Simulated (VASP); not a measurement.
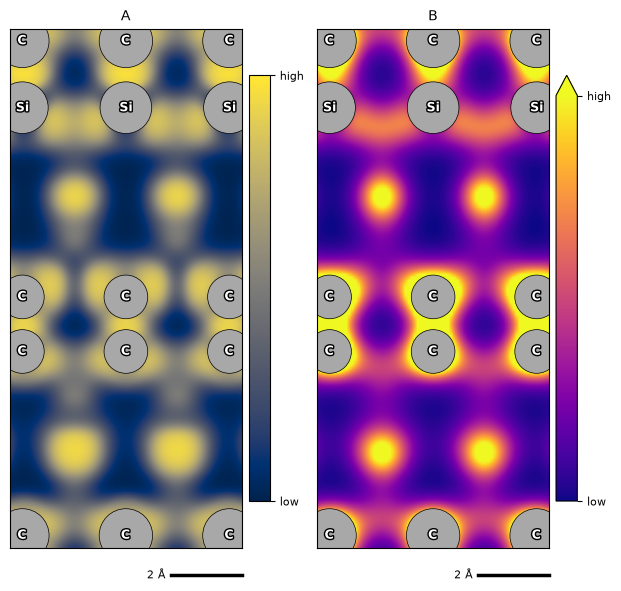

SiC3: 2 fields on the (100) plane of the conventional cell, with unlabelled colour scales. Grey discs cover the atomic cores.

Space group R3m; a generated structure, not necessarily the stable one; changed on purpose from its base cell (biaxial xy strain +3.6%); computed pressure about −12 GPa in this cell.

All numbers below come from VASP 6.6.1, Kohn-Sham DFT of a periodic cell, PBE, VASP PAW PBE potentials, recommended.

```xyz
12
Lattice="2.9336 0.0000 0.0000 -1.4668 2.5406 0.0000 0.0000 0.0000 14.0102" Properties=species:S:1:pos:R:3 pbc="T T T"
C     0.0000    0.0000    0.1076
C     1.4668    0.8469    4.7776
C     0.0000    1.6937    9.4477
C     0.0000    1.6937    2.1951
C     0.0000    0.0000    6.8651
C     1.4668    0.8469   11.5352
C     0.0000    1.6937    0.6490
C     0.0000    0.0000    5.3190
C     1.4668    0.8469    9.9890
Si    1.4668    0.8469    2.8861
Si    0.0000    1.6937    7.5561
Si    0.0000    0.0000   12.2262
```

Question: Which field does each panel show? The fields are: electron localisation function and valence pseudo-density.

Answer: Panel A: electron localisation function. Panel B: valence pseudo-density. From the grid: C–C (1.55 Å): ρ at the midpoint is about 1.5 e/Å³; the ELF peaks at about 0.95 between the atoms: a shared electron pair. Si–C (1.89 Å): the density is about 0.95 e/Å³ at the midpoint; the ELF peaks at about 1 between the atoms (localised, covalent bonding).
